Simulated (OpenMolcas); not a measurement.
**Excited-state calculation, with input and output: NF3 (part 2 of 2)**

The same run, continued: NF3, multiplicity 3; CASPT2/ANO-R1, sfX2C (OpenMolcas 26.06). The geometry is that of the parent species in another charge or spin state. The geometry comes from this level: GFN2-xTB.

Geometry of the input (Å):
```
F  0.6230  -0.0006  1.0705
N  0.3413  -0.0716  -0.2570
F  -0.6358  -1.0143  -0.3181
F  -0.3285  1.0865  -0.4953
```

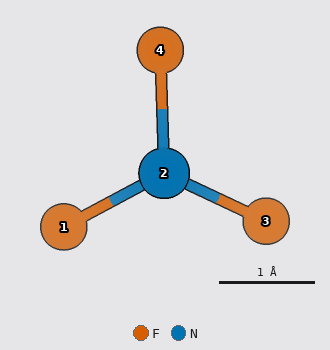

**Figure 1.** The structure (ball-and-stick view, seen on its broad side; atoms are numbered from 1 in the order of the input).

### Log, continued
```
       71   1   10    1  -352.82087850   -2.11E-09  -7.79E-05   10  20 1 -8.77E-06   0.30   1.12    QN   YES    0:00:00

      ************************************************************************************************************************
                                                      Wave function printout:
                       occupation of active orbitals, and spin coupling of open shells (u,d: Spin up or down)
      ************************************************************************************************************************

      Note: transformation to natural orbitals
      has been made, which may change the order of the CSFs.

      printout of CI-coefficients larger than  0.05 for root  1
      energy=    -352.820878
      conf/sym  1111111111     Coeff  Weight
             4  2222u000u0  -0.06049 0.00366
             7  222u20u000   0.95955 0.92074
            14  22u22000u0  -0.05096 0.00260
           448  222u00u020   0.05332 0.00284
          1192  2u2ud0udu0   0.05202 0.00271
          1196  2u2ud0uud0   0.06762 0.00457
          1734  202u20u200  -0.08290 0.00687
          1748  202u20u020  -0.05747 0.00330

      Natural orbitals and occupation numbers for root  1
      sym 1:   1.981139   1.950654   1.973534   1.016173   1.957556   0.006681   0.997699   0.043935   0.060430   0.012198

      ************************************************************************************************************************
      *                                                    Final results                                                     *
      ************************************************************************************************************************

++    Final optimization conditions:
      ------------------------------

      Average CI energy                            -352.82087850
      RASSCF energy for state  1                   -352.82087850
      Super-CI energy                                -0.00000000
      RASSCF energy change                            0.00000000
      Max change in MO coefficients               8.152E-05
      Max non-diagonal density matrix element    -7.793E-05
      Maximum BLB matrix element                 -8.774E-06
      (orbital pair  10,  20 in symmetry   1)
      Norm of electronic gradient            3.901E-05
--

      Final state energy(ies):
      ------------------------

::    RASSCF root number  1 Total energy:   -352.82087850
      Von Neumann Entropy (Root   1) =  1.44068

      Mulliken population analysis for root number:  1
      -----------------------------------------------

++    Molecular charges:
      ------------------

      Mulliken charges per centre
      ---------------------------

                F1      N2      F3      F4
      Total    9.1162  6.5894  9.1165  9.1779

      N-E     -0.1162  0.4106 -0.1165 -0.1779

      Total electronic charge=   34.000000

      Total            charge=   -0.000000
--

      Expectation values of various properties for root number:  1
      -----------------------------------------------------------

++    Molecular properties:
      ---------------------

      Charge (e):
                      =   -0.0000
      Dipole Moment (debye):
      Origin of the operator (angstrom)=   -0.0240    0.0050    0.0181
                   X=  9.9286E-01               Y= -7.8364E-01               Z= -3.2601E-01           Total=  1.3062E+00
      Quadrupole Moment (debye*angstrom):
      Origin of the operator (angstrom)=   -0.0240    0.0050    0.0181
                  XX= -1.8973E+01              XY=  4.8756E-02              XZ= -1.0580E+00              YY= -2.1130E+01
                  YZ=  7.0604E-01              ZZ= -1.9655E+01
      In traceless form (debye*angstrom)
                  XX=  1.4199E+00              XY=  7.3133E-02              XZ= -1.5870E+00              YY= -1.8164E+00
                  YZ=  1.0591E+00              ZZ=  3.9650E-01
--

      Mulliken spin population analysis for root number:  1
      ---------------------------------------------------

++    Molecular charges:
      ------------------

      Mulliken spin population per centre
      ---------------------------

                F1      N2      F3      F4
      Total    0.0540  1.3858  0.0546  0.5056

      Total electronic spin=    2.000000
--

      LoProp population analysis for root number:  1
      -----------------------------------------------

++    LoProp analysis:
      ----------------

++    Static properties:
      ------------------

      LoProp Charges per center

                   F1       N2       F3       F4
      Nuclear      9.0000   7.0000   9.0000   9.0000
      Electronic  -9.1503  -6.4552  -9.1506  -9.2440

      Total       -0.1503   0.5448  -0.1506  -0.2440
--

      Natural Bond Order analysis for root number:  1

++    Natural Bond Order analysis
      ---------------------------
      Based on LoProp computed density
      -------------------------------------------------------------------------------------
      Atom A       Atom B       Bond Order
      -------------------------------------------------------------------------------------
      NBO located      1.000 non-bonded electrons on atom F1
      NBO located      1.009 non-bonded electrons on atom F1
      NBO located      0.989 non-bonded electrons on atom F1
      NBO located      0.999 non-bonded electrons on atom N2
      NBO located      0.911 non-bonded electrons on atom N2
      NBO located      1.000 non-bonded electrons on atom F3
      NBO located      0.992 non-bonded electrons on atom F3
      NBO located      0.999 non-bonded electrons on atom F4
      NBO located      1.004 non-bonded electrons on atom F4
      NBO located      0.917 non-bonded electrons on atom F4
      The remaining    7.538 electrons are to be considered as diffuse
--

--

      Average orbitals are written to the RASORB file
      Natural orbitals for root   1 are written to the RASORB.1 file
      Spin density orbitals for root   1 are written to the SPDORB.1 file

--- Stop Module: rasscf /rc=_RC_ALL_IS_WELL_ ---
--- Module rasscf spent 19 seconds ---

--- Start Module: caspt2 ---

                                              &CASPT2

                       available to each process: 1.9 GB of memory, 1 thread

++    Wave function specifications:
      -----------------------------

      Number of closed shell electrons          16
      Number of electrons in active shells      10
      Max number of holes in RAS1 space          0
      Max number of electrons in RAS3 space      0
      Number of inactive orbitals                8
      Number of active orbitals                 10
      Number of secondary orbitals              34
      Spin quantum number                      1.0
      State symmetry                             1
      Number of CSFs                         29700
      Number of CASSCF root(s) available         1
      CASPT2 state passed to geometry opt.       1
      A file JOBMIX will be created
      This is a CASSCF or RASSCF reference function
--

++    Orbital specifications:
      -----------------------

      Symmetry species                           1
                                                 a
      Frozen orbitals                            4
      Inactive orbitals                          8
      Active orbitals                           10
      Secondary orbitals                        34
      Deleted orbitals                           0
      Number of basis functions                 56
--

++    CASPT2 specifications:
      ----------------------

      Type of calculation                        SS-CASPT2
      Fock operator                              state-specific
      IPEA shift                                 0.25
      Real shift                                 0.00
      Imaginary shift                            0.20
      The input orbitals will be transformed to quasi-canonical
--

--------------------------------------------------------------------------------
 Estimated memory requirements:
  POLY3 :                  5302200
  RHS:                      823908
  SIGMA :                   467600
  PRPCTL:                        0
 Available workspace:    232408296

++ CASPT2 computation for group   1

********************************************************************************
 Multi-State initialization phase begins for group   1
--------------------------------------------------------------------------------
********************************************************************************
 Compute H0 matrices for state    1
--------------------------------------------------------------------------------
--------------------------------------------------------------------------------
 H0 matrices have been computed.

********************************************************************************
  CASPT2 EQUATION SOLUTION
--------------------------------------------------------------------------------

  Total nr of CASPT2 parameters:
   Before reduction:      308978
   After  reduction:      308978

 Variance of |WF0>:       3.1744783565

 The contributions to the second order correlation energy in atomic units.
-----------------------------------------------------------------------------------------------------------------------------
  IT.      VJTU        VJTI        ATVX        AIVX        VJAI        BVAT        BJAT        BJAI        TOTAL       RNORM
-----------------------------------------------------------------------------------------------------------------------------
   1    -0.016704   -0.003956   -0.048254   -0.117365   -0.034310   -0.056238   -0.112954   -0.190875   -0.580656    0.027407
   2    -0.017377   -0.004096   -0.048949   -0.119119   -0.034640   -0.056574   -0.113238   -0.191299   -0.585293    0.006273
   3    -0.017423   -0.004105   -0.048981   -0.119287   -0.034643   -0.056584   -0.113258   -0.191250   -0.585531    0.001776
   4    -0.017411   -0.004102   -0.048943   -0.119219   -0.034621   -0.056567   -0.113230   -0.191220   -0.585316    0.000530
   5    -0.017410   -0.004102   -0.048940   -0.119206   -0.034619   -0.056567   -0.113229   -0.191223   -0.585296    0.000151
   6    -0.017409   -0.004102   -0.048942   -0.119212   -0.034621   -0.056568   -0.113232   -0.191226   -0.585313    0.000043
   7    -0.017409   -0.004102   -0.048943   -0.119213   -0.034622   -0.056568   -0.113232   -0.191226   -0.585315    0.000013
   8    -0.017409   -0.004102   -0.048942   -0.119212   -0.034621   -0.056568   -0.113232   -0.191226   -0.585313    0.000003
-----------------------------------------------------------------------------------------------------------------------------

  FINAL CASPT2 RESULT:

      Reference energy:        -352.8208784957
      E2 (Non-variational):      -0.5853133674
      Shift correction:          -0.0014593869
      E2 (Variational):          -0.5867727543
      Total energy:            -353.4076512500
      Residual norm:              0.0000009021
      Reference weight:           0.88484

      Contributions to the CASPT2 correlation energy
      Active & Virtual Only:         -0.1055105362
      One Inactive Excited:          -0.2498535734
      Two Inactive Excited:          -0.2299492578

++ Denominators, etc.
--------------------------------------------------------------------------------------------------------------
 Report on small energy denominators, large coefficients, and large energy contributions.
CASE  SYMM ACTIVE-MIX  NON-ACTIVE INDICES          DENOMINATOR     RHS VALUE       COEFFICIENT     CONTRIBUTION
VJTU     1  Mu1.0001  In1.008                       0.29626049      0.00317874     -0.01228879     -0.00003906
VJTU     1  Mu1.0001  In1.009                       0.28654986     -0.00267938      0.01122515     -0.00003008
VJTU     1  Mu1.0001  In1.010                       0.25938698      0.00001010     -0.00004145     -0.00000000
VJTU     1  Mu1.0001  In1.011                       0.21921546      0.00000197     -0.00001030     -0.00000000
VJTU     1  Mu1.0001  In1.012                       0.17408820      0.00000422     -0.00001199     -0.00000000
ATVX     1  Mu1.0001  Se1.023                      -0.04477569      0.00029666      0.00003010      0.00000001
ATVX     1  Mu1.0001  Se1.024                       0.05233479      0.00000259     -0.00000358     -0.00000000
ATVX     1  Mu1.0001  Se1.025                       0.14890244     -0.00058951      0.00056635     -0.00000033
--

   (Skipping property calculation,
    use PROP keyword to activate)
--

  Total CASPT2 energies:
::    CASPT2 Root  1     Total energy:   -353.40765125

  A NEW JOBIPH FILE NAMED 'JOBMIX' IS PREPARED.
********************************************************************************
--- Stop Module: caspt2 /rc=_RC_ALL_IS_WELL_ ---
--- Module caspt2 spent 7 seconds ---

--- Start Module: rassi ---

                                               &RASSI

                       available to each process: 1.9 GB of memory, 1 thread

      ********************************************************************************
      *                             General data section                             *
      ********************************************************************************

   Specific data for JOBIPH file JOBMIX
   -------------------------------------

   Header from SEWARD:

   CASSCF title (first line only):
       (No title given)

  STATE IRREP:                1
  SPIN MULTIPLICITY:          3
  ACTIVE ELECTRONS:          10
  MAX RAS1 HOLES:             0
  MAX RAS3 ELECTRONS:         0
  NR OF CONFIG:           29700
 ###############################################################################
 ###    WARNING: EJOB used when HEFF is available, possible                  ###
 ###    extra interaction between states is ignored!                         ###
 ###############################################################################

   The following data are common to all the states:
   ------------------------------------------------
   (note: frozen counts as inactive, deleted as secondary)

      Nr of irreps: 1

                 Total     No./Irrep
      Irrep                  1
                             a

      INACTIVE      12      12
      ACTIVE        10      10
      SECONDARY     34      34
      BASIS         56      56

      RAS1           0       0
      RAS2          10      10
      RAS3           0       0

        MATRIX ELEMENTS WILL BE COMPUTED FOR THE FOLLOWING ONE-ELECTRON OPERATORS, UNLESS ZERO BY SYMMETRY.
   (Herm=Hermitian, Anti=Antihermitian, Sing=Singlet operator, Trip=Triplet operator)
     MLTPL  0   1 (HERMSING)     MLTPL  1   1 (HERMSING)     MLTPL  1   2 (HERMSING)
     MLTPL  1   3 (HERMSING)     MLTPL  2   1 (HERMSING)     MLTPL  2   2 (HERMSING)
     MLTPL  2   3 (HERMSING)     MLTPL  2   4 (HERMSING)     MLTPL  2   5 (HERMSING)
     MLTPL  2   6 (HERMSING)     VELOCITY   1 (ANTISING)     VELOCITY   2 (ANTISING)
     VELOCITY   3 (ANTISING)     ANGMOM     1 (ANTISING)     ANGMOM     2 (ANTISING)
     ANGMOM     3 (ANTISING)     MLTPV  2   1 (ANTISING)     MLTPV  2   2 (ANTISING)
     MLTPV  2   3 (ANTISING)     MLTPV  2   4 (ANTISING)     MLTPV  2   5 (ANTISING)
     MLTPV  2   6 (ANTISING)

       EIGENSTATES OF A SPIN-FREE HAMILTONIAN WILL BE COMPUTED BASED ON:

  a Hamiltonian matrix assumed to be diagonal with energies read from the wavefunction file(s).

  Nr of states:                    1

   State:        1
  JobIph:        1
 Root nr:        1

  HAMILTONIAN MATRIX FOR THE ORIGINAL STATES:

  Diagonal, with energies
   -353.40765125

      OVERLAP MATRIX FOR THE ORIGINAL STATES:

  Diagonal, with elements
      1.00000000

::    RASSI State    1     Total energy:    -353.40765124996022

      ****************************************************************************************************
      *                                         Spin-free section                                        *
      *                 Note: index according to input order, order according to energy.                 *
      ****************************************************************************************************

  SPIN-FREE ENERGIES:
  (Shifted by EMIN (a.u.) =       -353.4076512500)

 SF State       Relative EMIN(au)   Rel lowest level(eV)    D:o, cm**(-1)

     1             0.0000000000        0.0000000000              0.0000

++ Dipole transition strengths (spin-free states):
   -----------------------------------------------
     for osc. strength at least  1.00000000E-05

  ( Max oscillator strength is only    0.0000000000000000      )
--

++ Velocity transition strengths (spin-free states):
   -------------------------------------------------
     for osc. strength at least  1.00000000E-05

  ( Max oscillator strength is only    0.0000000000000000      )
--

++ Length and velocity gauge comparison (spin-free states):
   --------------------------------------------------------

 --------------------------------------------------
 A comparison between the dipole oscillator strengths in
 length and velocity gauge will be performed

     All dipole oscillator differences above the tolerance of   1.00000000E-01  will be printed

 Due to basis set deficiency these oscillator may be problematic

 The tolerance is defined as ABS(1-O_l/O_v)
 O_l : dipole oscillator strength in length gauge
 O_p : dipole oscillator strength in velocity gauge
 --------------------------------------------------

 No problematic oscillator strengths above the tolerance   0.10000000000000001       have been found

--

 Electric-dipole - electric-octupole not included
 Electric-dipole - magnetic-quadrupole not included

      ****************************************************************************************************
      *                                    Special properties section                                    *
      ****************************************************************************************************

--- Stop Module: rassi /rc=_RC_ALL_IS_WELL_ ---

.##################.
.# Happy landing! #.
.##################.

    Timing: Wall=30.76 User=29.15 System=1.21
```

### Summary

- outcome: converged
- total energy: −353.407651 hartree
- CASSCF energy: −352.820878 hartree
- basis functions: 56
- hardware: 1 thread of Arm Neoverse V2, 24 GiB of memory available, shared host
- wall time: 31 s
- peak memory: 0.39 GiB
